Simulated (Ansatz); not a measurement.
Reaction (SMILES): [Ga][F] (F-Ga) (closed-shell singlet) → F atom + Ga atom
B3LYP-D3(BJ)/def2-TZVP geometries, fixed; electronic energies without zero-point terms.
Largest species:
```xyz
2

Ga     0.0000     0.0000    -0.4051
F      0.0000     0.0000     1.3954
```
Charge 0, spin multiplicity 1.

Basis-set convergence of the atomisation energy at r2SCAN with Ansatz (a first-principles code). All functions are spherical. The program fits the integrals of some runs and decomposes those of others, by size. Open shells are unrestricted. No added dispersion term, no relativity. Functions are those of the species that has most. Reference: the value in aug-cc-pV5Z, 141.37 kcal/mol, itself unsure by roughly 0.08 kcal/mol (its mean distance from pcseg-4, aug-pcseg-3, aug-cc-pVQZ). Deviations are taken from unrounded values.

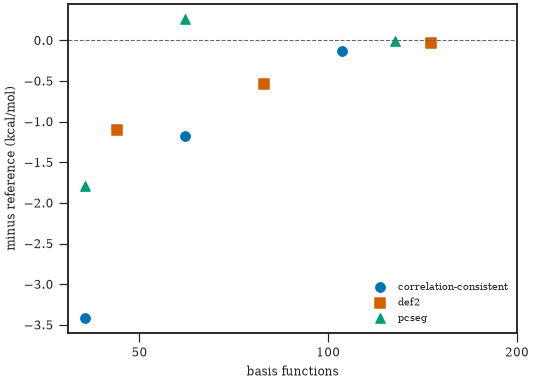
Figure: Deviation from the reference against the number of basis functions, by family of sets.

```tsv
basis	functions	atomisation energy (kcal/mol)	minus reference (kcal/mol)
cc-pVDZ	41	137.96	-3.41
pcseg-1	41	139.58	-1.79
def2-SVP	46	140.27	-1.10
aug-cc-pVDZ	59	140.19	-1.18
aug-pcseg-1	59	141.64	0.27
def2-TZVPP	79	140.84	-0.53
aug-cc-pVTZ	105	141.24	-0.13
pcseg-3	128	141.36	-0.01
def2-QZVPP	146	141.34	-0.03
```
